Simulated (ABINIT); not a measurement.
**Al3GaN4 (P-43m): RPA correlation energy against the basis**

Aim: the RPA correlation energy of Al3GaN4 (P-43m) as bands and response cutoff rise.

Program: ABINIT 10.8.3. Level of theory: PBEsol and many-body steps on it, plane waves. Results are calculated unless marked as measured.

## 1. Set-up

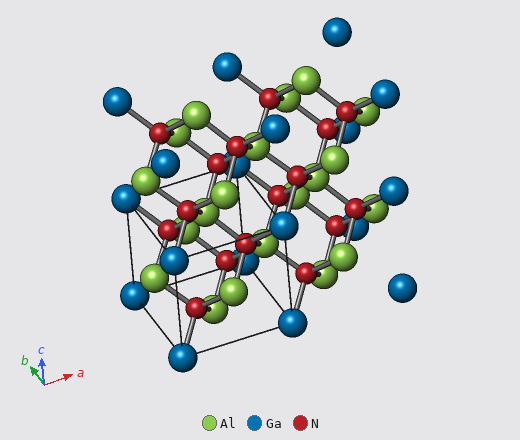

The cell as given, from a free direction (aluminium green, gallium blue, nitrogen red). 2×1×2 cells are drawn. Bonds to atoms that aren't drawn are left out. Some periodic images of atoms are drawn too.

The cell and positions are those that the Materials Project relaxed with its own functionals (PBE, PBE+U or r2SCAN), kept fixed.

## 2. Empty states on the mesh, 2×2×2 mesh, 301 bands

This step: ABINIT 10.8.3; DFT, PBEsol, plane waves, norm-conserving pseudopotentials.

The sums over transitions need many empty states on a uniform mesh; this step solves for them.

run.abi reads:

```
acell 3*1.0 Angstrom
rprim 
  4.401438530000 0.000000000000 0.000000000000
  0.000000000000 4.401438530000 0.000000000000
  0.000000000000 0.000000000000 4.401438530000
ntypat 3
znucl 13 31 7
natom 8
typat 1 1 1 2 3 3 3 3
xred 
  0.500000000000 0.500000000000 0.000000000000
  0.500000000000 0.000000000000 0.500000000000
  0.000000000000 0.500000000000 0.500000000000
  0.000000000000 0.000000000000 0.000000000000
  0.744163430000 0.744163430000 0.255836570000
  0.744163430000 0.255836570000 0.744163430000
  0.255836570000 0.744163430000 0.744163430000
  0.255836570000 0.255836570000 0.255836570000
pp_dirpath "pseudos"
pseudos "Al.upf, Ga.upf, N.upf"
ecut 36
ngkpt 2 2 2
nshiftk 1
shiftk 0 0 0
kptopt 1
chksymbreak 0
iscf -2
irdden 1
istwfk *1
nband 301
nbdbuf 26
tolwfr 1e-09
nstep 60
prtvol 0
indata_prefix "in"
outdata_prefix "out"
tmpdata_prefix "tmp"
```

The run is started by

```bash
$ OMP_NUM_THREADS=1 mpirun -n 4 abinit run.abi > log
```

Numbers of over 12 decimals in the logs are rounded to 6 here.

The program printed:

```text
.Version 10.8.3 of ABINIT. v10.8.2 released Aug 2026.

 Symmetries : space group P-4 3 m (#215); Bravais cP (primitive cubic)
[... echo of the input left out ...]
== DATASET  1 ==================================================================
-   mpi_nproc: 4, omp_nthreads: 1 (-1 if OMP is not activated)

--- !DatasetInfo
iteration_state: {dtset: 1, }
dimensions: {natom: 8, nkpt: 4, mband: 301, nsppol: 1, nspinor: 1, nspden: 1, mpw: 6031, }
cutoff_energies: {ecut:  36.0, pawecutdg:  -1.0, }
electrons: {nelect:   4.20000000E+01, charge:   0.00000000E+00, occopt:   1.00000000E+00, tsmear:   1.00000000E-02, }

 Real(R)+Recip(G) space primitive vectors, cartesian coordinates (Bohr,Bohr^-1):
 R(1)=  8.3175134  0.0000000  0.0000000  G(1)=  0.1202282  0.0000000  0.0000000
 R(2)=  0.0000000  8.3175134  0.0000000  G(2)=  0.0000000  0.1202282  0.0000000
 R(3)=  0.0000000  0.0000000  8.3175134  G(3)=  0.0000000  0.0000000  0.1202282
 Unit cell volume ucvol=  5.7541413E+02 bohr^3
 Angles (23,13,12)=  9.00000000E+01  9.00000000E+01  9.00000000E+01 degrees

 getcut: wavevector=  0.0000  0.0000  0.0000  ngfft=  48  48  48
         ecut(hartree)=     36.000   => boxcut(ratio)=   2.13664

--- Pseudopotential description ------------------------------------------------
- Al Generated using ONCVPSP code by D. R. Hamann
- 13.00000   3.00000  180301                  znucl, zion, pspdat
12 -116133 2 -1 1876                          pspcod,pspxc,lmax,lloc,mmax
     nproj     2     2     2
  pspatm : epsatm=    0.68509285
         --- l  ekb(1:nproj) -->
             0    5.834965    0.726662
             1    6.225605    0.924840
             2   -2.432733   -0.548689
 pspatm: atomic psp has been read  and splines computed

- Ga Generated using ONCVPSP code by D. R. Hamann
- 31.00000  13.00000  180301                  znucl, zion, pspdat
12 -116133 2 -1 1902                          pspcod,pspxc,lmax,lloc,mmax
     nproj     2     2     2
  pspatm : epsatm=   24.50968960
         --- l  ekb(1:nproj) -->
[...]
pspatm: atomic psp has been read  and splines computed

- N Generated using ONCVPSP code by D. R. Hamann
-  7.00000   5.00000  180301                  znucl, zion, pspdat
12 -116133 1 -1 1058                          pspcod,pspxc,lmax,lloc,mmax
     nproj     2     2     0
  pspatm : epsatm=    5.26508482
         --- l  ekb(1:nproj) -->
[...]
pspatm: atomic psp has been read  and splines computed

--------------------------------------------------------------------------------

================================================================================
 prteigrs : about to open file out_EIG
 Non-SCF case, kpt    1 (  0.00000  0.00000  0.00000), residuals and eigenvalues=
  2.73E-10  2.92E-10  3.85E-10  7.07E-10  1.38E-10  1.14E-10  7.90E-11  4.91E-10
  8.28E-10  2.55E-10  1.14E-10  2.27E-10  1.09E-10  1.96E-10  2.90E-10  1.29E-10
[...]
1.67E-06  4.38E-05  1.67E-04  1.23E-04  1.45E-03
 -3.5355E-01 -2.9190E-01 -2.9190E-01 -2.9190E-01 -2.6588E-01 -2.6588E-01
 -2.2677E-01 -2.2677E-01 -2.2677E-01 -8.7747E-03  2.4046E-02  2.4046E-02
  1.2992E-01  1.2992E-01  1.2992E-01  1.3072E-01  1.3072E-01  1.3072E-01
[...]
4.4507E+00  4.4738E+00  4.4738E+00  4.4738E+00  4.4741E+00  4.4741E+00
  4.4741E+00  4.4975E+00  4.5164E+00  4.5164E+00  4.5168E+00  4.5370E+00
  4.5435E+00
 prteigrs : prtvol=0 or 1, do not print more k-points.

--- !ResultsGS
iteration_state: {dtset: 1, }
comment   : Summary of ground state results
lattice_vectors:
- [  8.3175134,   0.0000000,   0.0000000, ]
- [  0.0000000,   8.3175134,   0.0000000, ]
- [  0.0000000,   0.0000000,   8.3175134, ]
lattice_lengths: [   8.31751,    8.31751,    8.31751, ]
lattice_angles: [ 90.000,  90.000,  90.000, ] # degrees, (23, 13, 12)
lattice_volume:   5.7541413E+02
convergence: {deltae:  0.000E+00, res2:  0.000E+00, residm:  9.942E-10, diffor:  0.000E+00, }
etotal    :  -1.25018646E+02
entropy   :   0.00000000E+00
fermie    :   2.03712941E-01
cartesian_stress_tensor: null
pressure_GPa: null
xred      :
- [  5.0000E-01,   5.0000E-01,   0.0000E+00, Al]
- [  5.0000E-01,   0.0000E+00,   5.0000E-01, Al]
- [  0.0000E+00,   5.0000E-01,   5.0000E-01, Al]
- [  0.0000E+00,   0.0000E+00,   0.0000E+00, Ga]
- [  7.4416E-01,   7.4416E-01,   2.5584E-01,  N]
- [  7.4416E-01,   2.5584E-01,   7.4416E-01,  N]
- [  2.5584E-01,   7.4416E-01,   7.4416E-01,  N]
- [  2.5584E-01,   2.5584E-01,   2.5584E-01,  N]
cartesian_forces: null
force_length_stats: {min: null, max: null, mean: null, }

 Integrated electronic density in atomic spheres:
 ------------------------------------------------
 Atom  Sphere_radius  Integrated_density
[...]
================================================================================

 ----iterations are completed or convergence reached----

 Mean square residual over all n,k,spin=   35.316E-11; max=  99.416E-11
 reduced coordinates (array xred) for    8 atoms
[...]
0.255836570000      0.744163430000      0.744163430000
       0.255836570000      0.255836570000      0.255836570000

 cartesian coordinates (angstrom) at end:
    1      2.200719     2.200719     0.000000
    2      2.200719     0.000000     2.200719
    3      0.000000     2.200719     2.200719
[...]
7      1.126049     3.275390     3.275390
    8      1.126049     1.126049     1.126049
 length scales=  1.889726125908  1.889726125908  1.889726125908 bohr
              =  1.000000000000  1.000000000000  1.000000000000 angstroms
 prteigrs : about to open file out_EIG
 Eigenvalues (hartree) for nkpt=   4  k points:
 kpt#   1, nband=301, wtk=  0.12500, kpt=  0.0000  0.0000  0.0000 (reduced coord)
[...]
4.41373    4.42234    4.44230    4.44230    4.45020    4.45020    4.45075    4.45075
   4.45075    4.47383    4.47383    4.47384    4.47407    4.47408    4.47408    4.49752
   4.51636    4.51644    4.51683    4.53696    4.54353
 prteigrs : prtvol=0 or 1, do not print more k-points.

== END DATASET(S) ==============================================================
================================================================================

 -outvars: echo values of variables after computation  --------
            nband         301
             nkpt           4
          spgroup         215
 [... the other variables as echoed above ...]

 Calculation completed.
```

Elapsed: 8.2 min, on 4 MPI ranks of AMD EPYC 7571, shared host; peak memory 0.53 GiB.

Numbers from this step:

```yaml
gap: 3.333 eV
k_of_the_valence_top: 0, 0, 0
k_of_the_conduction_bottom: 0, 0, 0
least_direct_gap: 3.333 eV
k_points_computed: 4
lowest_point_of_the_top_converged_band_above_the_valence_top: 105.8221 eV
```

On this mesh the gap is 3.333 eV.

The density comes from a self-consistent run that is not shown.

## 3. RPA energy: 2×2×2 mesh, 62 bands, screening to 43.5 eV

The RPA dielectric matrix is built and inverted for each q.

This step: RPA screening on PBEsol, plane waves, norm-conserving pseudopotentials.

Edit run.abi of step 2 so:

```diff
@@ -26,10 +26,15 @@
 chksymbreak 0
-iscf -2
-irdden 1
 istwfk *1
-nband 301
-nbdbuf 26
-tolwfr 1e-09
-nstep 60
-prtvol 0
+occopt 1
+irdwfk 1
+optdriver 3
+nband 62
+ecuteps 1.6
+inclvkb 2
+awtr 1
+symchi 1
+gwcalctyp 1
+nfreqre 0
+nfreqim 8
+gwrpacorr 1
 indata_prefix "in"
```

The program printed:

```text
.Version 10.8.3 of ABINIT. v10.8.2 released Aug 2026.

 Symmetries : space group P-4 3 m (#215); Bravais cP (primitive cubic)
[... echo of the input left out ...]
== DATASET  1 ==================================================================
-   mpi_nproc: 4, omp_nthreads: 1 (-1 if OMP is not activated)

--- !DatasetInfo
iteration_state: {dtset: 1, }
dimensions: {natom: 8, nkpt: 4, mband: 62, nsppol: 1, nspinor: 1, nspden: 1, mpw: 6031, }
cutoff_energies: {ecut:  36.0, pawecutdg:  -1.0, }
electrons: {nelect:   4.20000000E+01, charge:   0.00000000E+00, occopt:   1.00000000E+00, tsmear:   1.00000000E-02, }

 SCREENING: Calculation of the susceptibility and dielectric matrices

 Based on a program developped by R.W. Godby, V. Olevano, G. Onida, and L. Reining.
 Incorporated in ABINIT by V. Olevano, G.-M. Rignanese, and M. Torrent.
.Using double precision arithmetic ; gwpc =  8

[... cell and pseudopotentials left out ...]
--------------------------------------------------------------------------------

 ==== K-mesh for the wavefunctions ====
 Number of points in the irreducible wedge :     4
[... list of points left out ...]
 Together with 24 symmetry operations and time-reversal symmetry
 yields     8 points in the full Brillouin Zone.

 ==== Q-mesh for the screening function ====
 Number of points in the irreducible wedge :     4
[... list of points left out ...]
 Together with 24 symmetry operations and time-reversal symmetry
 yields     8 points in the full Brillouin Zone.

 setmesh: FFT mesh size selected  =    27x   27x   27
          total number of points  =        19683

 vcoul_init : cutoff-mode = AUXILIARY_FUNCTION
 q-points for optical limit:   1
     1)      0.000010    0.000020    0.000030

- screening: taking advantage of time-reversal symmetry
- Maximum band index for partially occupied states nbvw = 21
- Remaining bands to be divided among processors   nbcw = 41
- Number of bands treated by each node ~10

 Number of electrons calculated from density =   42.0000; Expected =   42.0000
 average of density, n =  0.072991
 r_s =    1.4844
 omega_plasma =   26.0609 [eV]

 calculating chi0 at frequencies [eV] :
  1    0.000000E+00    0.000000E+00
  2    0.000000E+00    1.343289E+03
  3    0.000000E+00    2.404413E+02
[...]
8    0.000000E+00    3.079585E+00
  9    0.000000E+00    5.512287E-01

--------------------------------------------------------------------------------
  q-point number  1        q = ( 0.000000, 0.000000, 0.000000) [r.l.u.]
--------------------------------------------------------------------------------
[... chi0 elements left out ...]
  [... further frequencies ...]

 For q-point:  0.000010 0.000020 0.000030
  dielectric constant =   5.9243
  dielectric constant without local fields =   6.1798

  Average fulfillment of the sum rule on Im[epsilon] for q-point    1 :     38.76  [%]
[... wings left out ...]
  q-point number  2        q = ( 0.500000, 0.000000, 0.000000) [r.l.u.]
--------------------------------------------------------------------------------
[... chi0 elements left out ...]
  [... further frequencies ...]

  Average fulfillment of the sum rule on Im[epsilon] for q-point    2 :     47.84  [%]

 [... 2 further q-points ...]
```

The job ended after 20 s (4 MPI ranks; peak memory 0.7 GiB; 79 s of CPU time).

Numbers from this step:

```yaml
eps_infinity_with_local_fields_on_this_mesh_along_the_program_s_q_direction: 5.924
the_same_without_local_fields: 6.180
plasma_frequency: 26.06 eV
plane_waves_in_the_screening_matrix: 57
rpa_correlation_energy: -18.15 eV
```

Local fields lower ε∞ by 4 %. On a Γ-centred mesh this coarse the value itself is usually too large, while a short band sum pulls it down.

## 4. RPA energy: 2×2×2 mesh, 110 bands, screening to 70.7 eV

Edit run.abi of step 3 so:

```diff
@@ -30,4 +30,4 @@
 optdriver 3
-nband 62
-ecuteps 1.6
+nband 110
+ecuteps 2.6
 inclvkb 2
```

The program printed:

```text
.Version 10.8.3 of ABINIT. v10.8.2 released Aug 2026.

 Symmetries : space group P-4 3 m (#215); Bravais cP (primitive cubic)
[... echo of the input left out ...]
== DATASET  1 ==================================================================
-   mpi_nproc: 4, omp_nthreads: 1 (-1 if OMP is not activated)

--- !DatasetInfo
iteration_state: {dtset: 1, }
dimensions: {natom: 8, nkpt: 4, mband: 110, nsppol: 1, nspinor: 1, nspden: 1, mpw: 6031, }
cutoff_energies: {ecut:  36.0, pawecutdg:  -1.0, }
electrons: {nelect:   4.20000000E+01, charge:   0.00000000E+00, occopt:   1.00000000E+00, tsmear:   1.00000000E-02, }

 SCREENING: Calculation of the susceptibility and dielectric matrices

 Based on a program developped by R.W. Godby, V. Olevano, G. Onida, and L. Reining.
 Incorporated in ABINIT by V. Olevano, G.-M. Rignanese, and M. Torrent.
.Using double precision arithmetic ; gwpc =  8

[... cell and pseudopotentials left out ...]
--------------------------------------------------------------------------------

 ==== K-mesh for the wavefunctions ====
 Number of points in the irreducible wedge :     4
[...]
- Number of bands treated by each node ~22

 Number of electrons calculated from density =   42.0000; Expected =   42.0000
 average of density, n =  0.072991
 r_s =    1.4844
 omega_plasma =   26.0609 [eV]

 calculating chi0 at frequencies [eV] :
  1    0.000000E+00    0.000000E+00
  2    0.000000E+00    1.343289E+03
  3    0.000000E+00    2.404413E+02
[...]
8    0.000000E+00    3.079585E+00
  9    0.000000E+00    5.512287E-01

--------------------------------------------------------------------------------
  q-point number  1        q = ( 0.000000, 0.000000, 0.000000) [r.l.u.]
--------------------------------------------------------------------------------
[... chi0 elements left out ...]
  [... further frequencies ...]

 For q-point:  0.000010 0.000020 0.000030
  dielectric constant =   5.8640
  dielectric constant without local fields =   6.2215

  Average fulfillment of the sum rule on Im[epsilon] for q-point    1 :     55.91  [%]
[... wings left out ...]
  q-point number  2        q = ( 0.500000, 0.000000, 0.000000) [r.l.u.]
--------------------------------------------------------------------------------
[... chi0 elements left out ...]
  [... further frequencies ...]

  Average fulfillment of the sum rule on Im[epsilon] for q-point    2 :     62.41  [%]

 [... 2 further q-points ...]
```

Run time: 43 s. Hardware: 4 MPI ranks; peak memory 0.85 GiB; 2.8 min of CPU time.

This step gave:

* ε∞ with local fields, on this mesh, along the program's q direction: 5.864
* the same without local fields: 6.221
* plasma frequency: 26.06 eV
* plane waves in the screening matrix: 123
* RPA correlation energy: -30.03 eV

[end of part 1 of 2]

[Paths, hosts, dates, memory and timing lines, banners, echoed tables and standing remarks are left out of the program output.]

[Logs are printed without paths, hosts, clocks, repeated set-up lines and the standing remarks that a program may print on its own settings, such as how far it seeks lower states.]

[Runs of the session that timed out or met a known fault of the program may be left out.]

[Hosts, paths, dates, database ids (printed as entryN), source tags and the programs' standing remarks are cut or masked in the printed files.]

[G0W0 gaps are taken among the corrected bands and points alone; a level outside them can change the order at an edge.]

[Where Ansatz stands beside ABINIT at settings called matched, ABINIT's density can come from a denser mesh and the files from another edition; pairs whose starting gaps differed by over 0.03 eV were left out, so agreement reads better than it is.]
